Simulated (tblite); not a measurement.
**Geometry relaxation of C7H7ClOSi**

System: C7H7ClOSi, SMILES O=C(Cl)c1ccc([SiH3])cc1.
Method: GFN2-xTB geometry optimisation, gas phase (tblite 0.8.0).

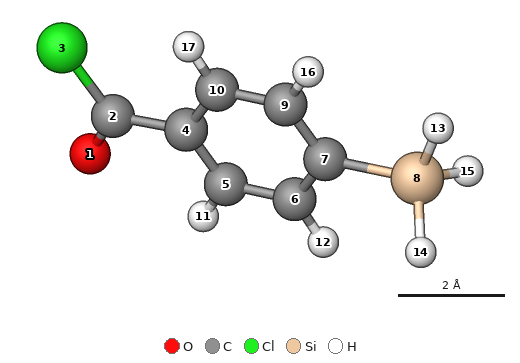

The starting structure (ball-and-stick view, seen at a tilt; atoms are numbered from 1 in the order of the input). Bond lengths as drawn: C–C 1.39 to 1.50 Å, C–Cl 1.75 Å, C–H 1.09 to 1.10 Å, C–O 1.24 Å, C–Si 1.87 Å and H–Si 1.48 to 1.49 Å.

**Results in brief**

| quantity | value |
| --- | --- |
| outcome | converged |
| total energy | −786.0939 eV |
| hardware | 1 CPU thread, shared host |
| peak memory | 0.18 GiB |

**The input**
```
{"job": {"kind": "relax", "xc": "GFN2-xTB", "basis": "xTB"}, "charge": 0, "multiplicity": 1}
O      3.677200    -1.270000     0.416100
C      3.165100    -0.140800     0.323400
Cl     4.140500     1.315300     0.297500
C      1.673200    -0.052500     0.254300
C      0.923600    -1.246100     0.302200
C     -0.477500    -1.208400     0.228900
C     -1.153200     0.019800     0.130900
Si    -3.022700     0.071800     0.053800
C     -0.392500     1.197600     0.104200
C      0.997200     1.162700     0.170800
H      1.420200    -2.211800     0.367800
H     -1.020300    -2.155000     0.261100
H     -3.495600     1.478900    -0.018800
H     -3.488400    -0.671700    -1.155100
H     -3.602800    -0.563500     1.264100
H     -0.889600     2.173600     0.040700
H      1.538500     2.112100     0.141500
```

The first line tells a small driver script what to run in tblite; the rest is the geometry in Å.

Launch command:
```bash
OMP_NUM_THREADS=1 python <driver script> task.json out
```

**What the program printed**
```
step      E/eV     max force
  0    -785.82163    3.594
  1    -785.92207    3.826
  2    -786.02542    0.647
  3    -786.05006    0.488
  4    -786.06818    0.404
  5    -786.07436    0.323
  6    -786.08088    0.228
  7    -786.08408    0.185
  8    -786.08687    0.140
  9    -786.08840    0.108
 10    -786.08938    0.108
 11    -786.09021    0.078
 12    -786.09110    0.120
 13    -786.09192    0.131
 14    -786.09254    0.082
 15    -786.09294    0.054
 16    -786.09320    0.042
 17    -786.09340    0.055
 18    -786.09358    0.045
 19    -786.09372    0.029
 20    -786.09381    0.025
 21    -786.09385    0.016
 22    -786.09388    0.013
 23    -786.09390    0.008
```

**Trajectory as extended XYZ (Å, eV, eV/Å), 6 of the 24 frames kept, from step=0 to step=23**
```
17
Properties=species:S:1:pos:R:3:forces:R:3 step=0 energy=-785.82163
O     3.6772   -1.2700    0.4161   -0.5640   3.2480  -0.2530
C     3.1651   -0.1408    0.3234   -0.0470  -3.5820   0.2880
Cl    4.1405    1.3153    0.2975   -0.4160  -0.4410  -0.0160
C     1.6732   -0.0525    0.2543    0.4320   0.2080   0.0920
C     0.9236   -1.2461    0.3022   -0.6250   0.1410  -0.1860
C    -0.4775   -1.2084    0.2289    0.8940   0.3370   0.0780
C    -1.1532    0.0198    0.1309    0.6570  -0.0910   0.0620
Si   -3.0227    0.0718    0.0538   -0.9440  -0.0220  -0.1540
C    -0.3925    1.1976    0.1042    0.1420  -0.0790   0.0640
C     0.9972    1.1627    0.1708   -0.3440   0.4670  -0.1200
H     1.4202   -2.2118    0.3678    0.0180   0.3690   0.0110
H    -1.0203   -2.1550    0.2611    0.1030   0.4450  -0.0270
H    -3.4956    1.4789   -0.0188    0.1910  -0.3550   0.0080
H    -3.4884   -0.6717   -1.1551    0.1890   0.2300   0.3800
H    -3.6028   -0.5635    1.2641    0.1980   0.1250  -0.2710
H    -0.8896    2.1736    0.0407    0.1780  -0.5400   0.0150
H     1.5385    2.1121    0.1415   -0.0630  -0.4590   0.0290
17
Properties=species:S:1:pos:R:3:forces:R:3 step=5 energy=-786.07436
O     3.7142   -1.2316    0.4129   -0.0230  -0.1470   0.0030
C     3.1165   -0.2062    0.3308    0.1750   0.0560   0.0120
Cl    4.0927    1.2894    0.2951   -0.3200   0.0420  -0.0190
C     1.6650   -0.0464    0.2590    0.1380  -0.0770   0.0080
C     0.9200   -1.2309    0.2919   -0.1800  -0.0050   0.0020
C    -0.4572   -1.1895    0.2312   -0.0210   0.0370  -0.0160
C    -1.1459    0.0193    0.1347   -0.0120   0.0620   0.0180
Si   -3.0440    0.0695    0.0497    0.1170  -0.0010   0.0300
C    -0.3868    1.1876    0.1079    0.0190   0.0330  -0.0070
C     0.9939    1.1694    0.1659   -0.0210   0.0110   0.0110
H     1.4250   -2.1808    0.3682    0.1070   0.0180  -0.0020
H    -1.0088   -2.1167    0.2589   -0.0550  -0.0250  -0.0030
H    -3.4833    1.4614   -0.0195    0.0360   0.0350  -0.0140
H    -3.4784   -0.6616   -1.1381    0.0100  -0.0350  -0.0490
H    -3.5909   -0.5588    1.2509    0.0220  -0.0400   0.0390
H    -0.8844    2.1426    0.0407   -0.0650   0.0300  -0.0130
H     1.5453    2.0953    0.1429    0.0740   0.0050  -0.0010
17
Properties=species:S:1:pos:R:3:forces:R:3 step=9 energy=-786.08840
O     3.7202   -1.2446    0.4131   -0.0250   0.1000  -0.0030
C     3.1221   -0.2167    0.3332   -0.0770  -0.0750  -0.0100
Cl    4.0377    1.2975    0.2917    0.0030   0.0740  -0.0020
C     1.6691   -0.0530    0.2607   -0.0770  -0.0100   0.0020
C     0.9130   -1.2300    0.2914    0.0260  -0.0370   0.0100
C    -0.4628   -1.1850    0.2299    0.0130  -0.0480   0.0140
C    -1.1437    0.0276    0.1378    0.0160  -0.0080  -0.0090
Si   -3.0369    0.0687    0.0517   -0.0080   0.0040  -0.0010
C    -0.3816    1.1934    0.1079    0.0190  -0.0010   0.0070
C     0.9999    1.1676    0.1674   -0.0080   0.0050   0.0010
H     1.4377   -2.1699    0.3673   -0.0180  -0.0480  -0.0050
H    -1.0173   -2.1120    0.2577   -0.0380   0.0200  -0.0070
H    -3.4739    1.4626   -0.0219    0.0250   0.0090  -0.0050
H    -3.4726   -0.6638   -1.1397    0.0330  -0.0010   0.0110
H    -3.5832   -0.5643    1.2538    0.0350  -0.0130   0.0000
H    -0.8917    2.1432    0.0385    0.0490   0.0320  -0.0040
H     1.5569    2.0909    0.1429    0.0320  -0.0010   0.0000
17
Properties=species:S:1:pos:R:3:forces:R:3 step=14 energy=-786.09254
O     3.7193   -1.2332    0.4127    0.0260  -0.0050  -0.0030
C     3.1082   -0.2157    0.3314    0.0280   0.0770   0.0080
Cl    4.0148    1.3152    0.2898   -0.0120  -0.0140  -0.0020
C     1.6579   -0.0595    0.2618    0.0390  -0.0070   0.0010
C     0.9094   -1.2415    0.2938   -0.0150   0.0180  -0.0060
C    -0.4659   -1.1896    0.2321   -0.0090   0.0150  -0.0080
C    -1.1393    0.0280    0.1374   -0.0070   0.0160   0.0110
Si   -3.0313    0.0702    0.0528   -0.0130   0.0030  -0.0060
C    -0.3795    1.1957    0.1090    0.0110   0.0090  -0.0060
C     1.0003    1.1669    0.1687    0.0030  -0.0430   0.0020
H     1.4365   -2.1819    0.3657   -0.0440   0.0060   0.0000
H    -1.0327   -2.1084    0.2556   -0.0190  -0.0130   0.0030
H    -3.4631    1.4658   -0.0241    0.0120  -0.0060   0.0030
H    -3.4608   -0.6658   -1.1383    0.0170   0.0010   0.0060
H    -3.5696   -0.5699    1.2550    0.0220   0.0030  -0.0050
H    -0.8801    2.1505    0.0368   -0.0110  -0.0060   0.0000
H     1.5686    2.0852    0.1431   -0.0280  -0.0540   0.0030
17
Properties=species:S:1:pos:R:3:forces:R:3 step=18 energy=-786.09358
O     3.7232   -1.2267    0.4119    0.0290   0.0070   0.0020
C     3.1097   -0.2096    0.3322    0.0100  -0.0440  -0.0010
Cl    4.0091    1.3200    0.2890    0.0130   0.0290   0.0000
C     1.6586   -0.0631    0.2625   -0.0080   0.0010   0.0010
C     0.9066   -1.2427    0.2933   -0.0070  -0.0120  -0.0010
C    -0.4688   -1.1888    0.2316   -0.0050   0.0070   0.0000
C    -1.1402    0.0300    0.1387   -0.0130  -0.0100  -0.0050
Si   -3.0307    0.0712    0.0525    0.0020   0.0010   0.0020
C    -0.3789    1.1958    0.1086   -0.0110  -0.0050   0.0020
C     0.9999    1.1613    0.1690   -0.0080   0.0050  -0.0020
H     1.4283   -2.1851    0.3653   -0.0140  -0.0140   0.0010
H    -1.0386   -2.1071    0.2554    0.0090   0.0150   0.0010
H    -3.4587    1.4666   -0.0242   -0.0060   0.0130   0.0010
H    -3.4548   -0.6667   -1.1377    0.0010  -0.0070  -0.0130
H    -3.5624   -0.5711    1.2551    0.0010  -0.0020   0.0110
H    -0.8778    2.1514    0.0364   -0.0030  -0.0040   0.0000
H     1.5685    2.0768    0.1437    0.0110   0.0200   0.0010
17
Properties=species:S:1:pos:R:3:forces:R:3 step=23 energy=-786.09390
O     3.7298   -1.2243    0.4121    0.0000   0.0060   0.0000
C     3.1112   -0.2107    0.3322   -0.0020   0.0010  -0.0010
Cl    4.0077    1.3246    0.2887   -0.0050  -0.0020   0.0000
C     1.6590   -0.0650    0.2628    0.0030  -0.0020  -0.0020
C     0.9052   -1.2440    0.2931    0.0060   0.0020   0.0010
C    -0.4703   -1.1878    0.2314    0.0040  -0.0040   0.0000
C    -1.1417    0.0304    0.1382    0.0060   0.0010  -0.0020
Si   -3.0317    0.0718    0.0523   -0.0050   0.0010  -0.0010
C    -0.3793    1.1953    0.1087    0.0080   0.0020  -0.0010
C     0.9998    1.1600    0.1691    0.0070  -0.0030   0.0010
H     1.4227   -2.1890    0.3653   -0.0040   0.0000   0.0000
H    -1.0401   -2.1054    0.2556   -0.0020  -0.0030   0.0010
H    -3.4584    1.4684   -0.0239   -0.0070  -0.0030   0.0010
H    -3.4525   -0.6677   -1.1392   -0.0020   0.0030   0.0010
H    -3.5597   -0.5715    1.2566   -0.0020   0.0040  -0.0010
H    -0.8779    2.1510    0.0363    0.0000   0.0000   0.0000
H     1.5692    2.0760    0.1441   -0.0050  -0.0030   0.0010
```

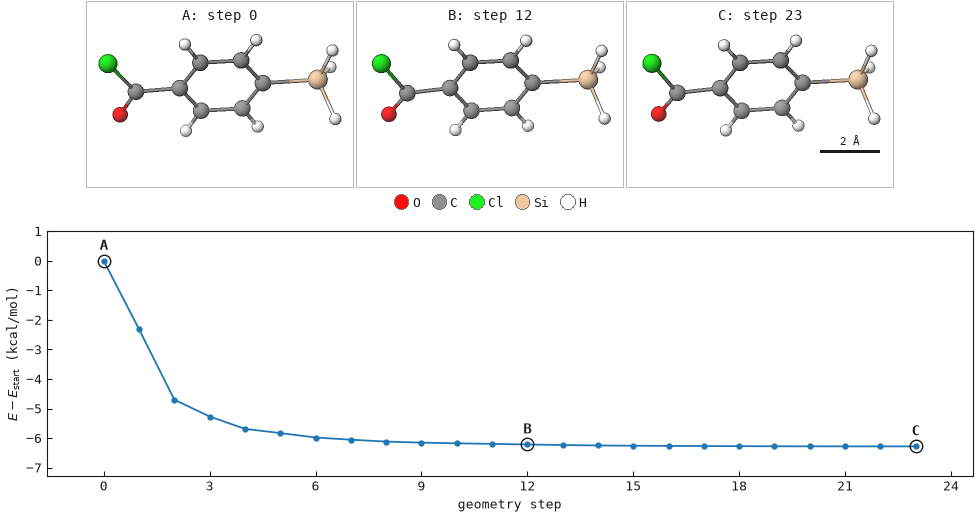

Frames of the relaxation (ball-and-stick view, seen at a tilt) above the curves, on which the letters mark them (steps are counted from 0).

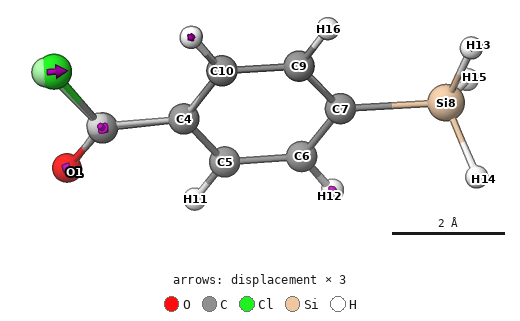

Start (faint) and end (solid) with the displacements as pink arrows, magnified 3 times (ball-and-stick view, seen at a tilt). The two geometries are laid on each other by the best rigid fit. The atom that moves furthest after the best rigid fit is Cl3 (0.13 Å). By element the largest moves are Cl 0.13 Å, C 0.09 Å, O 0.07 Å, H 0.05 Å, Si 0.01 Å. Among the contacts that change: O1–C2 1.243 → 1.190 Å, C2–C4 1.496 → 1.461 Å, C2–Cl3 1.753 → 1.778 Å, C5–C6 1.404 → 1.378 Å. Among the angles that change: O1–C2–C4 117.9° → 127.2°, Cl3–C2–C4 120.3° → 114.4°, O1–C2–Cl3 121.8° → 118.4°. Over 23 geometry steps the energy falls by 6.28 kcal/mol. Largest force component: 3.6 eV/Å at the start, 0.008 eV/Å at the end. (Atoms are counted from 1 in the order of the input.)
